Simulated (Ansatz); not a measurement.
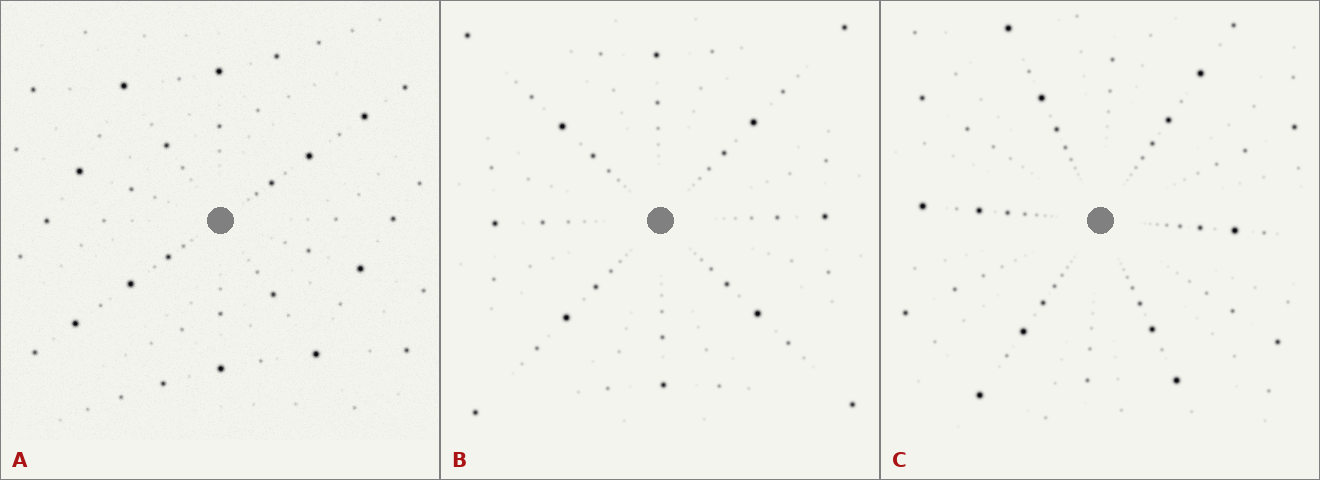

Simulated back-reflection Laue patterns (white X-rays, 0.45 to 2.2 Å, flat plate covering ±45° about the beam, kinematic intensities, seen from the source). Crystal: Au, space group Fm-3m (No. 225), a = 4.12 Å. Structure: the input geometry of an electronic-structure calculation (not necessarily at equilibrium).

### The directions [001], [110], [111] point towards the source, in some order. Which is which?

A: [110], symmetry 2mm (a twofold axis with two mirror lines). B: [001], symmetry 4mm (a fourfold axis with mirror lines). C: [111], symmetry 3m (a threefold axis with three mirror lines). The Laue class is m-3m.
